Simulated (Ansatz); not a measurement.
Si2NH9O: several calculations on one system

Part 1: Relaxation

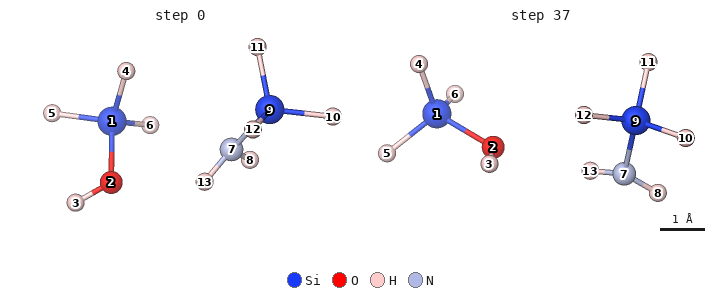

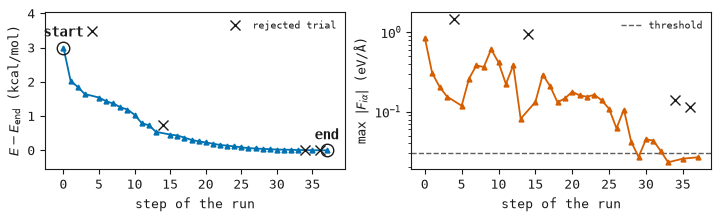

First and last geometry of a relaxation of Si2NH9O, with the history of the run. A ball-and-stick model, seen at a tilt.

The run prepares an end point of a later path (reaction) calculation, from a guessed geometry.

Theory: Ansatz, RHF/6-31G*.

Input file:
```yaml
crystal:
  periodic: [false, false, false]
  atoms:
    - { symbol: Si, position_ang: [-0.3531, 0.24759, 0.015421] }
    - { symbol: O, position_ang: [-0.67431, 0.016388, 1.639024] }
    - { symbol: H, position_ang: [-1.418676, 0.497031, 1.97454] }
    - { symbol: H, position_ang: [0.992972, 0.783191, -0.207182] }
    - { symbol: H, position_ang: [-1.321118, 1.271435, -0.449342] }
    - { symbol: H, position_ang: [-0.578947, -0.969575, -0.774863] }
    - { symbol: "N", position_ang: [1.441714, -1.895149, 1.16802] }
    - { symbol: H, position_ang: [1.039638, -2.684378, 0.704116] }
    - { symbol: Si, position_ang: [3.160223, -1.786814, 1.344749] }
    - { symbol: H, position_ang: [3.795194, -3.124062, 1.306848] }
    - { symbol: H, position_ang: [3.786802, -0.988036, 0.270509] }
    - { symbol: H, position_ang: [3.450568, -1.136423, 2.637932] }
    - { symbol: H, position_ang: [0.839438, -1.571197, 1.929828] }
basis:
  gaussian: { orbitals: "6-31G*" }
hamiltonian:
  xc: hf
relax:
  f_tol: 0.03
  max_steps: 50
```

Command:
```bash
ansatz run input.yaml --threads 1 --pin off --max-ram 2048MiB --backend cpu --events-out ev --progress --plain --runs-dir out
```

**What do the curves and the structures tell?**

It converged. The energy falls by 3.00 kcal/mol in 33 accepted moves (37 points after the start). The largest force component goes from 0.86 to 0.027 eV/Å. The line search rejected the trial steps at points 4, 14, 34, 36 of the run. The forces were under the threshold at step 29, but the run went on from there. The atom that moves furthest after the best rigid fit is H3 (1.61 Å). By element the largest moves are H 1.61 Å, O 1.03 Å, N 0.95 Å, Si 0.85 Å. Among the contacts that change: N7–H13 1.024 → 1.000 Å, Si1–O2 1.671 → 1.654 Å, N7–Si9 1.731 → 1.721 Å, Si1–H4 1.466 → 1.476 Å. Bond angles that change, for instance: O2–Si1–H6 112.2° → 106.5°, O2–Si1–H5 105.9° → 111.0°, Si1–O2–H3 115.1° → 118.8°. Groups turn about Si1–O2 by about 65°. Cost: 65 s on 1 thread of Arm Neoverse V2, with other jobs on the host, peak memory 0.16 GiB.

```
step  E − E(0), kcal/mol  largest force component, eV/Å      note
   0                0.00                         0.8574          
   1               -0.97                         0.3068          
   2               -1.15                         0.2071          
   3               -1.36                         0.1558          
   4                0.49                         1.4696  rejected
   5               -1.46                         0.1193          
   6               -1.57                         0.2618          
   7               -1.63                         0.3835          
   8               -1.74                         0.3651          
   9               -1.81                         0.6104          
  10               -1.96                         0.4176          
  11               -2.21                         0.2239          
  13               -2.46                         0.0817          
  14               -2.27                         0.9442  rejected
  16               -2.57                         0.2930          
  17               -2.63                         0.2101          
  19               -2.74                         0.1475          
  20               -2.77                         0.1786          
  21               -2.81                         0.1608          
  23               -2.87                         0.1636          
  24               -2.89                         0.1394          
  26               -2.94                         0.0620          
  27               -2.95                         0.1068          
  28               -2.96                         0.0418          
  30               -2.98                         0.0453          
  31               -2.98                         0.0435          
  33               -2.99                         0.0232          
  34               -2.99                         0.1409  rejected
  36               -2.99                         0.1146  rejected
  37               -3.00                         0.0268
```

Limits of the set-up: the start holds two separate molecules, 2.2 Å apart at their closest, whose relative position is a soft coordinate and is computed without a dispersion correction; Hartree-Fock leaves out electron correlation.

Part 2: Relaxation

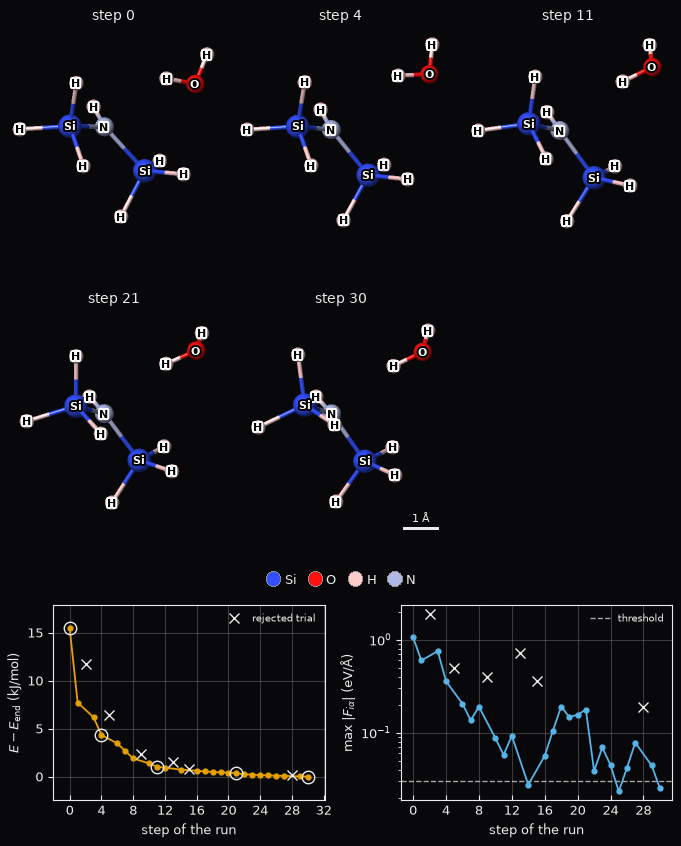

Frames of a relaxation of Si₂NH₉O, marked on the history of the run. Style: ball-and-stick. Shown at a tilt.

The run prepares an end point of a later path (reaction) calculation, from a guessed geometry.

The calculation used RHF/6-31G* (Ansatz).

The input:
```yaml
crystal:
  periodic: [false, false, false]
  atoms:
    - { symbol: Si, position_ang: [0.440719, -0.389182, -0.38714] }
    - { symbol: O, position_ang: [-0.907721, -0.149005, 2.158218] }
    - { symbol: H, position_ang: [-1.486363, -0.342109, 2.882123] }
    - { symbol: H, position_ang: [1.140497, -0.416852, -1.692063] }
    - { symbol: H, position_ang: [0.463937, 1.002913, 0.075994] }
    - { symbol: H, position_ang: [-0.916629, -0.905732, -0.597438] }
    - { symbol: "N", position_ang: [1.287866, -1.465097, 0.766807] }
    - { symbol: H, position_ang: [0.79304, -2.320574, 0.935249] }
    - { symbol: Si, position_ang: [2.969618, -1.457999, 1.175457] }
    - { symbol: H, position_ang: [3.658715, -2.686336, 0.728627] }
    - { symbol: H, position_ang: [3.588119, -0.287101, 0.528084] }
    - { symbol: H, position_ang: [3.185305, -1.348764, 2.634756] }
    - { symbol: H, position_ang: [-0.056702, -0.574162, 2.350927] }
basis:
  gaussian: { orbitals: "6-31G*" }
hamiltonian:
  xc: hf
relax:
  f_tol: 0.03
  max_steps: 50
```

Launched with:
```bash
ansatz run input.yaml --threads 1 --pin off --max-ram 2048MiB --backend cpu --events-out ev --progress --plain --runs-dir out
```

What happens along the run?

Answer. The atom that moves furthest after the best rigid fit is H11 (1.00 Å). Largest moves by element: H 1.00 Å, O 0.83 Å, Si 0.33 Å, N 0.19 Å. Some distances before and after: Si1–N7 1.791 → 1.745 Å, O2–H13 0.971 → 0.950 Å, N7–Si9 1.731 → 1.744 Å, Si9–H12 1.479 → 1.474 Å. Among the angles between lasting bonds that change: H4–Si1–N7 109.5° → 112.8°, N7–Si9–H12 112.0° → 109.1°, H8–N7–Si9 116.3° → 113.7°. Groups turn about Si1–N7 by about 30°, N7–Si9 by about 25°. After 24 accepted moves (30 points after the start) the energy has fallen by 15.4 kJ/mol. Largest force component: 1.1 eV/Å at the start, 0.025 eV/Å at the end. The line search rejected the trial steps at points 2, 5, 9, 13, 15, 28 of the run. The forces were under the threshold at step 14, but the run went on from there. The run took 56 s on 1 thread of Arm Neoverse V2, on a shared host, peak memory 0.16 GiB. From step 0 to 4: O2 moves most (0.38 Å), energy −11.1 kJ/mol. From step 4 to 11: O2 moves most (0.41 Å), energy −3.31 kJ/mol. From step 11 to 21: H11 moves most (0.35 Å), energy −0.68 kJ/mol. From step 21 to 30: H11 moves most (0.32 Å), energy −0.34 kJ/mol.

| step | E − E(0), kJ/mol | largest force component, eV/Å | note |
| --- | --- | --- | --- |
| 0 | 0.00 | 1.0645 |  |
| 1 | -7.73 | 0.5974 |  |
| 2 | -3.70 | 1.9075 | rejected |
| 3 | -9.25 | 0.7537 |  |
| 4 | -11.11 | 0.3581 |  |
| 5 | -9.03 | 0.4985 | rejected |
| 6 | -11.99 | 0.2048 |  |
| 7 | -12.78 | 0.1358 |  |
| 8 | -13.55 | 0.1899 |  |
| 9 | -13.07 | 0.3954 | rejected |
| 10 | -14.07 | 0.0876 |  |
| 11 | -14.42 | 0.0575 |  |
| 12 | -14.51 | 0.0924 |  |
| 13 | -13.95 | 0.7127 | rejected |
| 14 | -14.72 | 0.0276 |  |
| 15 | -14.68 | 0.3611 | rejected |
| 16 | -14.83 | 0.0562 |  |
| 17 | -14.91 | 0.1054 |  |
| 18 | -14.96 | 0.1910 |  |
| 19 | -15.01 | 0.1466 |  |
| 21 | -15.10 | 0.1766 |  |
| 22 | -15.20 | 0.0387 |  |
| 23 | -15.25 | 0.0692 |  |
| 24 | -15.28 | 0.0447 |  |
| 25 | -15.31 | 0.0233 |  |
| 26 | -15.36 | 0.0419 |  |
| 27 | -15.37 | 0.0779 |  |
| 28 | -15.26 | 0.1897 | rejected |
| 29 | -15.43 | 0.0444 |  |
| 30 | -15.45 | 0.0252 |  |

Limits of the set-up: the start holds two separate molecules, 2.3 Å apart at their closest, whose relative position is a soft coordinate and is computed without a dispersion correction; Hartree-Fock leaves out electron correlation.

Part 3: Path

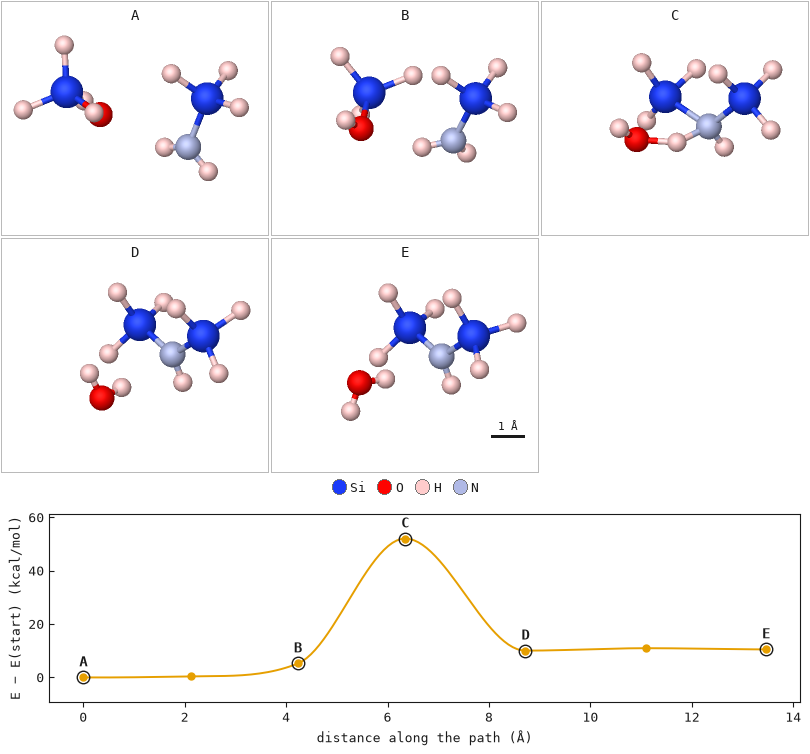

NEB run on Si$_{2}$NH$_{9}$O, made up at the start of SiH4O and SiNH₅. Images are numbered from 0 (start) to 6 (end). Frames A to E are images 0, 2, 3, 4, 6. The picture is a ball-and-stick view, seen at a tilt.

Level of theory: RHF/6-31G* (Ansatz). Settings: 5 movable images; climbing image; force threshold 0.05 eV/Å; iteration limit 60; starting path through a guess of the saddle point.

Read off the barrier and say what moves.

Answer. The highest point, image 3, lies 52.1 kcal/mol above the start and 41.6 kcal/mol above the end; the end is at +10.5 kcal/mol relative to the start. The path has more than one stage, and so few images may leave a stage unresolved. Breaking: H–N (1.00 → 2.27 Å), O–Si (1.65 → 3.69 Å). Forming: H–O (2.31 → 0.95 Å), N–Si (4.74 → 1.75 Å). The band converged in 59 iterations. The largest component of the band force went from 30 to 0.035 eV/Å. The climbing image converged on the top of the path. Its vibrational analysis gives one imaginary mode (1617i cm⁻¹), as a transition state must have.

Limits of the set-up: the start holds two separate molecules, 2.3 Å apart at their closest, whose relative position is a soft coordinate and is computed without a dispersion correction; Hartree-Fock leaves out electron correlation.

Cost: 7.6 min on 1 thread of Arm Neoverse V2, on a shared host, peak memory 0.16 GiB.
